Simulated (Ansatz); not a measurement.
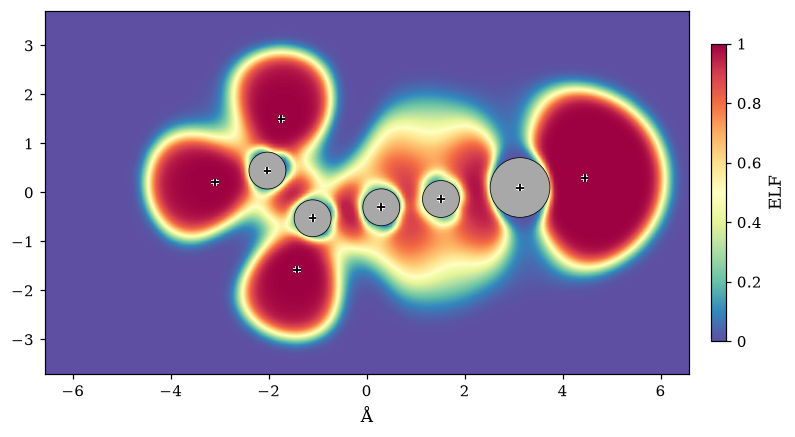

The electron localisation function on a plane through atoms (crosses mark nuclei in the plane; grey discs cover the cores).

The calculation used isolated molecule in a Gaussian basis; Kohn-Sham density functional theory, functional PBE0 (Ansatz).

Candidates:
A. C₂H₂FSi (SMILES C#C[SiH]F) (doublet)
B. BH₂N₂ (SMILES [NH]B=N) (doublet)
C. C₄H₄Be (SMILES [BeH][C]#CC=C)

Which candidate gave the map?

Candidate C: C₄H₄Be on the molecular plane, which holds C, Be and H. C–C (1.23 Å): the ELF peaks at about 0.85 between the atoms: a short, multiple covalent bond. C–Be (1.63 Å): the ELF peaks at about 0.95 between the atoms: a shared but strongly polarised pair.
